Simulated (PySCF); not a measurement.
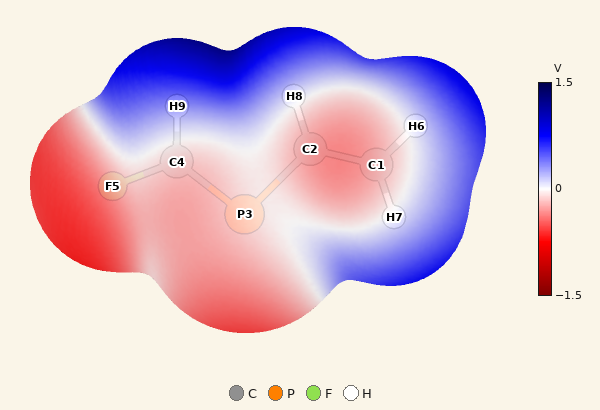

C₃H₄FP (SMILES C=C/P=C/F). The electrostatic potential painted on the density surface at 0.001 e/bohr³, seen across its widest extent; the colour scale runs from red (negative) to blue (positive).

Geometry: GFN2-xTB.

Computed with PBE0/pcSseg-1, SCF density, gas phase, non-relativistic (PySCF 2.14.0).

```tsv
atom	x (Å)	y (Å)	z (Å)
C	-1.8963	0.3248	-0.2468
C	-0.6158	-0.0107	-0.1542
P	0.6055	0.5175	-1.3798
C	1.9418	-0.2175	-0.6855
F	3.1576	-0.1183	-1.2443
H	-2.6240	0.0099	0.4834
H	-2.2649	0.9289	-1.0592
H	-0.2626	-0.6189	0.6699
H	1.9721	-0.8097	0.2223
```

### Which sites attract a positive test charge, and which a negative one?

A positive charge is drawn to the negative regions and a negative charge to the positive ones. The most negative region (about −0.7 V, or −16 kcal/mol for a unit charge) lies over F5, the most positive (about +1.2 V, or +28 kcal/mol for a unit charge) over H8 and H9.

### What dipole moment does the calculation give?

Its dipole moment is 2.17 D.
